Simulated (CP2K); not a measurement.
**C2H9BOSi (SMILES BCO[SiH2]C) at PM6**

What is the vertical ionisation energy of C2H9BOSi at PM6? 

The calculation is run with CP2K 2026.2.

6 further runs of the same task are left out: 4 that didn't finish, 2 set aside as unsound or not needed.

### 1 Starting point

C2H9BOSi has 14 atoms, charge 0, and is taken as a singlet. As SMILES, `BCO[SiH2]C`. Geometry: a rough force-field guess. This is one conformer, not always the lowest.

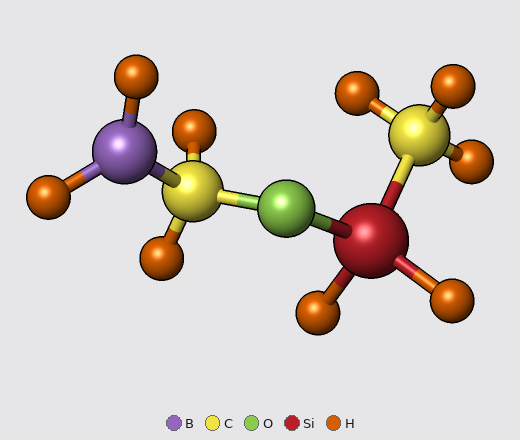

The structure, seen from a chosen angle (boron purple, carbon yellow, oxygen green, silicon red, hydrogen orange).

### 2 Energy and forces at PM6

gas.inp reads:

```
&GLOBAL
    PROJECT_NAME gas
    RUN_TYPE ENERGY_FORCE
    PRINT_LEVEL MEDIUM
&END GLOBAL

&FORCE_EVAL
    METHOD QS
    &DFT
        &QS
            METHOD PM6
            EPS_DEFAULT 1.0E-10
            &SE
                &COULOMB
                    CUTOFF [angstrom] 50
                    RC_RANGE [angstrom] 0
                &END COULOMB
                &EXCHANGE
                    CUTOFF [angstrom] 50
                    RC_RANGE [angstrom] 0
                &END EXCHANGE
            &END SE
        &END QS
        ! isolated system
        &POISSON
            PERIODIC NONE
            POISSON_SOLVER ANALYTIC
        &END POISSON
        ! SCF settings
        &SCF
            SCF_GUESS ATOMIC
            EPS_SCF 1.0E-07
            MAX_SCF 50
            &OT
                MINIMIZER CG
                PRECONDITIONER FULL_ALL
            &END OT
            &OUTER_SCF
                EPS_SCF 1.0E-07
                MAX_SCF 5
            &END OUTER_SCF
        &END SCF
        ! extra output
        &PRINT
            &MOMENTS
                PERIODIC F
                REFERENCE COM
                MAX_MOMENT 1
            &END MOMENTS
            &MO_CUBES
                NLUMO 5
                NHOMO -1
                WRITE_CUBE F
            &END MO_CUBES
            &HIRSHFELD OFF
            &END HIRSHFELD
        &END PRINT
    &END DFT
    ! structure
    &SUBSYS
        &CELL
            ABC 20.3 21.4 19.6
            PERIODIC NONE
        &END CELL
        &COORD
            SCALED T
            B    0.44808621   0.60099766   0.56584184
            C    0.45146552   0.54651168   0.51310204
            O    0.47694828   0.49502570   0.54686735
            Si   0.49045074   0.43410514   0.49035714
            C    0.56551478   0.44170794   0.44100510
            H    0.49335714   0.62390888   0.59193367
            H    0.39504187   0.62546963   0.57746429
            H    0.40317980   0.53691822   0.49345408
            H    0.48429310   0.56306776   0.47279082
            H    0.43103695   0.43175000   0.44392347
            H    0.48805665   0.37453037   0.52982653
            H    0.56510099   0.48612383   0.41237755
            H    0.60495813   0.44498832   0.47732143
            H    0.57018966   0.40206776   0.40806633
        &END COORD
    &END SUBSYS
    &PRINT
        &FORCES ON
        &END FORCES
    &END PRINT
&END FORCE_EVAL
```

Launch:

```sh
OMP_NUM_THREADS=1 cp2k.psmp -i gas.inp -o gas.out
```

Log:

```text
CP2K| version string:                                       CP2K version 2026.2
[...]
 GLOBAL| Method name                                                        CP2K
[...]
 GLOBAL| Run type                                                   ENERGY_FORCE
[...]
                             - Atoms:                                         14
[...]
                             - Spherical basis functions:                     34
[...]
 Number of electrons:                                                         30
[...]
     1 OT CG       0.15E+00    0.0     0.28232112       -22.4399645713 -2.24E+01
[...]
     6 OT CG       0.34E+00    0.0     0.00000003       -28.9154984156 -1.26E-12
  *** SCF run converged in     6 steps ***
  Core-core repulsion energy [eV]:                           2057.98003436188583
  Core Hamiltonian energy [eV]:                             -1257.95576643056211
  Two-electron integral energy [eV]:                        -3173.70998944270696
  Electronic energy [eV]:                                   -2844.81076115191536
  Total energy [eV]:                                         -786.83072679002964
  Atomic reference energy [eV]:                               785.04060713826061
  Heat of formation [kcal/mol]:                               -41.28114312513794
[...]
 SE_DIPOLE| Moment [Debye]         -0.35840038      -0.95976415       1.81894946
 SE_DIPOLE| Derivative [a.u.]       0.00000000       0.00000000       0.00000000
 *** WARNING in qs_scf_post_se.F:140 :: Printing of MO cube files not ***
 *** implemented for Semi-Empirical method.                           ***
 ENERGY| Total FORCE_EVAL ( QS ) energy [hartree]            -28.915498415581403
 FORCES| Atomic forces [hartree/bohr]
 FORCES|   Atom     x               y               z               |f|
 FORCES|      1 -2.93165924E-02  2.78608301E-02  1.69719431E-02   4.38604070E-02
 FORCES|      2 -3.83544511E-03  2.71629349E-02 -4.28151137E-03   2.77644919E-02
 FORCES|      3  1.40528679E-02 -3.77162059E-02 -1.84687291E-03   4.02915155E-02
 FORCES|      4 -3.41659091E-02 -2.32801510E-02  1.07175455E-02   4.27099585E-02
 FORCES|      5 -8.44858144E-03  1.98837264E-02  2.58536791E-03   2.17583371E-02
 FORCES|      6  1.35825273E-02 -1.70840238E-03  4.53797291E-03   1.44220971E-02
 FORCES|      7  1.38109868E-02 -9.55732251E-03 -5.50358495E-03   1.76741398E-02
 FORCES|      8 -1.68482946E-02 -5.05674319E-03 -8.36273756E-03   1.94774501E-02
 FORCES|      9  5.68296545E-03  3.23075557E-03 -1.11795405E-02   1.29505214E-02
 FORCES|     10  1.32290367E-02  2.98851689E-03  8.54430805E-03   1.60294680E-02
 FORCES|     11  3.95739124E-03  1.17675316E-02 -1.18367394E-03   1.24714405E-02
 FORCES|     12  3.47829550E-03 -2.49278059E-03 -5.28653205E-03   6.80146424E-03
 FORCES|     13  1.87098954E-02 -1.88043045E-03  6.36418739E-03   1.98519290E-02
[...]
```

Run time: 0.88 s. Hardware: 1 thread of Arm Neoverse V1, shared host.

### 3 The doublet cation

gas.inp reads:

```
&GLOBAL
  PROJECT gas
  RUN_TYPE ENERGY_FORCE
  PRINT_LEVEL MEDIUM
&END GLOBAL

&FORCE_EVAL
  METHOD QUICKSTEP
  &DFT
    CHARGE 1
    MULTIPLICITY 2
    UNRESTRICTED_KOHN_SHAM T
    &QS
      METHOD PM6
      EPS_DEFAULT 1.0E-10
      &SE
        &COULOMB
          CUTOFF [angstrom] 50
          RC_RANGE [angstrom] 0
        &END COULOMB
        &EXCHANGE
          CUTOFF [angstrom] 50
          RC_RANGE [angstrom] 0
        &END EXCHANGE
      &END SE
    &END QS
    &POISSON
      PERIODIC NONE
      POISSON_SOLVER ANALYTIC
    &END POISSON
    &SCF
      SCF_GUESS ATOMIC
      EPS_SCF 1.0E-07
      MAX_SCF 50
      &OT ON
        MINIMIZER DIIS
        PRECONDITIONER FULL_ALL
      &END OT
      &OUTER_SCF
        EPS_SCF 1.0E-07
        MAX_SCF 8
      &END OUTER_SCF
    &END SCF
    &PRINT
      &MOMENTS
        PERIODIC F
        REFERENCE COM
        MAX_MOMENT 1
      &END MOMENTS
      &MO_CUBES
        NLUMO 3
        NHOMO -1
        WRITE_CUBE F
      &END MO_CUBES
      &HIRSHFELD OFF
      &END HIRSHFELD
    &END PRINT
  &END DFT
  &SUBSYS
    &CELL
      ABC [angstrom] 20.3 21.4 19.6
      PERIODIC NONE
    &END CELL
    &COORD
      SCALED T
      B    0.44808621   0.60099766   0.56584184
      C    0.45146552   0.54651168   0.51310204
      O    0.47694828   0.49502570   0.54686735
      Si   0.49045074   0.43410514   0.49035714
      C    0.56551478   0.44170794   0.44100510
      H    0.49335714   0.62390888   0.59193367
      H    0.39504187   0.62546963   0.57746429
      H    0.40317980   0.53691822   0.49345408
      H    0.48429310   0.56306776   0.47279082
      H    0.43103695   0.43175000   0.44392347
      H    0.48805665   0.37453037   0.52982653
      H    0.56510099   0.48612383   0.41237755
      H    0.60495813   0.44498832   0.47732143
      H    0.57018966   0.40206776   0.40806633
    &END COORD
  &END SUBSYS
  &PRINT
    &FORCES ON
    &END FORCES
  &END PRINT
&END FORCE_EVAL
```

Launch:

```sh
OMP_NUM_THREADS=1 cp2k.psmp -i gas.inp -o gas.out
```

Log (excerpt; [...] marks lines left out):

```text
CP2K| version string:                                       CP2K version 2026.2
[...]
 GLOBAL| Method name                                                        CP2K
[...]
 GLOBAL| Run type                                                   ENERGY_FORCE
[...]
                             - Atoms:                                         14
[...]
                             - Spherical basis functions:                     34
[...]
 Number of electrons:                                                         15
[...]
     1 OT DIIS     0.15E+00    0.0     0.14331015       -22.1538009456 -2.22E+01
[...]
    32 OT DIIS     0.15E+00    0.0     0.00000006       -28.5387505435 -1.24E-10
  *** SCF run converged in    32 steps ***
  Core-core repulsion energy [eV]:                           2057.98003436188583
  Core Hamiltonian energy [eV]:                             -1237.92451846904760
  Two-electron integral energy [eV]:                        -3193.26882343881562
  Electronic energy [eV]:                                   -2834.55893018845518
  Total energy [eV]:                                         -776.57889582656946
  Atomic reference energy [eV]:                               785.04060713826061
  Heat of formation [kcal/mol]:                               195.13171390322472
[...]
 SE_DIPOLE| Moment [Debye]          0.83304783       3.98779002       4.18997782
 SE_DIPOLE| Derivative [a.u.]       0.00000000       0.00000000       0.00000000
 *** WARNING in qs_scf_post_se.F:140 :: Printing of MO cube files not ***
 *** implemented for Semi-Empirical method.                           ***
 ENERGY| Total FORCE_EVAL ( QS ) energy [hartree]            -28.538750543533908
[...]
```

Run time: 1.7 s. Hardware: 1 thread of Arm Neoverse V1, shared host.

### 4 Outcome

Level: PM6.

```
                                                   quantity           value
                             singlet C2H9BOSi: total energy    -28.91550 Eh
                            singlet C2H9BOSi: dipole moment          2.09 D
singlet C2H9BOSi: heat of formation at this unrelaxed shape  -41.3 kcal/mol
                 singlet C2H9BOSi: largest force on an atom      2.255 eV/Å
                               doublet cation: total energy    -28.53875 Eh
  doublet cation: heat of formation at this unrelaxed shape  195.1 kcal/mol
                   doublet cation: largest force on an atom      3.594 eV/Å
         vertical ionisation energy (to the doublet cation)       10.252 eV
```

**Reading.** Removing an electron at fixed nuclei costs 10.25 eV (989 kJ/mol). The largest force (singlet C2H9BOSi) is 2.26 eV/Å: the shape isn't a stationary point for this species at this level.
